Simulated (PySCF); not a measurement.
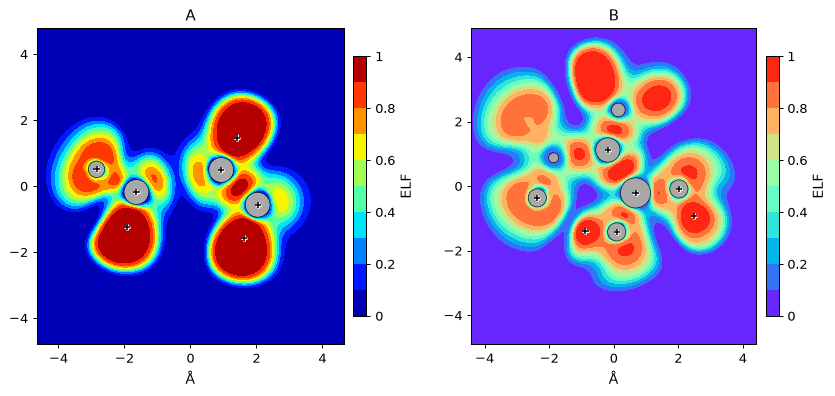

The ELF of 2 systems, each on a plane through atoms (crosses mark nuclei in the plane; grey discs cover the cores).

Computed with PySCF 2.14.0, wB97X-D/def2-SVPD, SCF density, gas phase.

System 1: C2H5BO5S, the plane of atoms C2, B3 and O4. Geometry: GFN2-xTB.

```yaml
atoms:
  - { symbol: C, position_ang: [0.0284, 1.8264, 0.3173] }
  - { symbol: C, position_ang: [-0.1287, 0.5231, 0.1866] }
  - { symbol: B, position_ang: [-1.3898, -0.3332, -0.2366] }
  - { symbol: O, position_ang: [-1.4625, -1.6462, 0.0255] }
  - { symbol: O, position_ang: [-2.3892, 0.3026, -0.8809] }
  - { symbol: S, position_ang: [1.3213, -0.4599, 0.5007] }
  - { symbol: O, position_ang: [2.4094, 0.3116, 1.0216] }
  - { symbol: O, position_ang: [0.9528, -1.6702, 1.1791] }
  - { symbol: O, position_ang: [1.7299, -0.8756, -1.0104] }
  - { symbol: H, position_ang: [-0.7851, 2.5100, 0.1360] }
  - { symbol: H, position_ang: [0.9790, 2.2352, 0.6230] }
  - { symbol: H, position_ang: [-0.6951, -2.0092, 0.4934] }
  - { symbol: H, position_ang: [-3.1218, -0.2683, -1.1202] }
  - { symbol: H, position_ang: [2.5508, -0.4470, -1.2573] }
```

System 2: C4H8FNSi2, the plane of atoms C2, C1 and H10. Geometry: GFN2-xTB.

| atom | x (Å) | y (Å) | z (Å) |
| --- | --- | --- | --- |
| C | -2.0675 | 0.1320 | 0.4405 |
| C | -0.7171 | 0.5421 | -0.1429 |
| Si | -0.0285 | -0.6112 | -1.5373 |
| C | 1.3277 | -1.1497 | -0.2522 |
| F | 2.6411 | -1.0975 | -0.7054 |
| Si | 0.7950 | 0.2214 | 1.0092 |
| C | 1.9722 | 1.6658 | 0.9846 |
| N | 2.6822 | 2.5642 | 0.9663 |
| H | -2.8560 | 0.2416 | -0.3021 |
| H | -2.0541 | -0.9066 | 0.7657 |
| H | -2.3253 | 0.7513 | 1.2986 |
| H | -0.7952 | 1.5851 | -0.4575 |
| H | 0.5463 | 0.0932 | -2.6765 |
| H | -0.9234 | -1.6948 | -1.9426 |
| H | 1.2033 | -2.1659 | 0.1345 |
| H | 0.5917 | -0.1620 | 2.4057 |

> Match each panel to its system.

Panel A is system 2, C4H8FNSi2: the plane holds C, F and H. C–F (1.39 Å): the ELF peaks at about 0.85 between the atoms: a polar covalent bond. Panel B is system 1, C2H5BO5S: the plane holds C, B, O and H. B–O (1.34 Å): the ELF peaks at about 0.90 between the atoms, as expected for a polar covalent bond.
